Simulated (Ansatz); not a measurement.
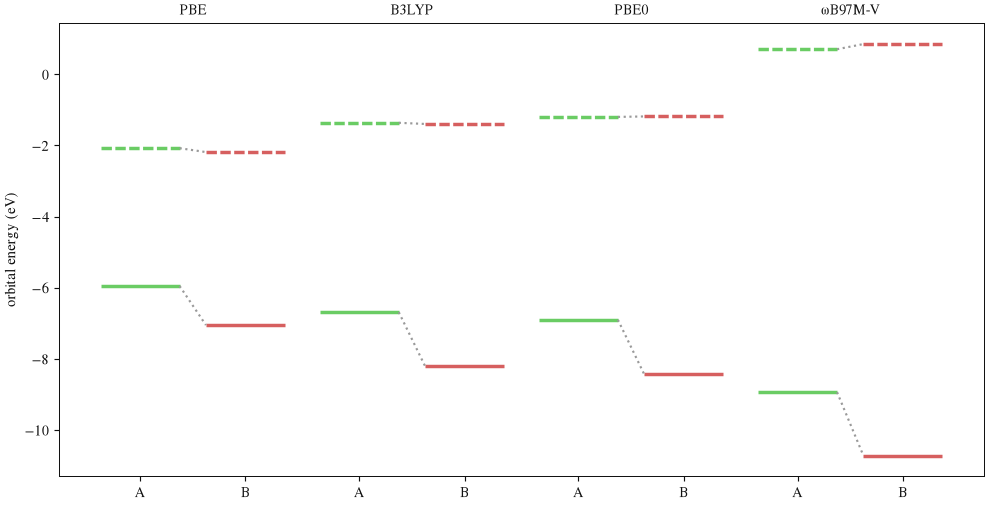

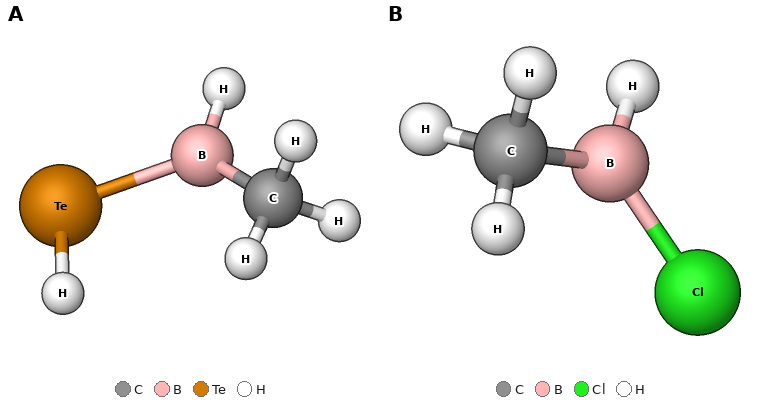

One change: A, CH₅BTe (SMILES CB[TeH]), becomes B, CH₄BCl (SMILES CBCl). TeH on B is replaced by Cl. HOMO (solid) and LUMO (dashed) computed in def2-TZVPP at PBE0-D4/def2-TZVP geometries, both minima by their frequencies, gas phase, the Ansatz code 0.2.0. Empty levels above zero depend strongly on the basis.

> What does the change do to HOMO and LUMO?

PBE: the HOMO falls by 1.10 eV, the LUMO falls by 0.11 eV, and the separation goes from 3.87 to 4.86 eV. B3LYP: the HOMO falls by 1.52 eV, the LUMO falls by 0.03 eV, and the separation goes from 5.32 to 6.81 eV. PBE0: the HOMO falls by 1.53 eV, the LUMO hardly moves, and the separation goes from 5.70 to 7.25 eV. ωB97M-V: the HOMO falls by 1.78 eV, the LUMO rises by 0.15 eV, and the separation goes from 9.64 to 11.57 eV.

> Do the functionals agree on the effect?

Not on every direction; the HOMO shift lies between −1.78 and −1.10 eV and the LUMO shift between −0.11 and 0.15 eV, while the separations themselves differ by up to 6.7 eV between functionals.

Caveats: core potentials past krypton; spin-orbit coupling is left out, and with Te it can shift these values.
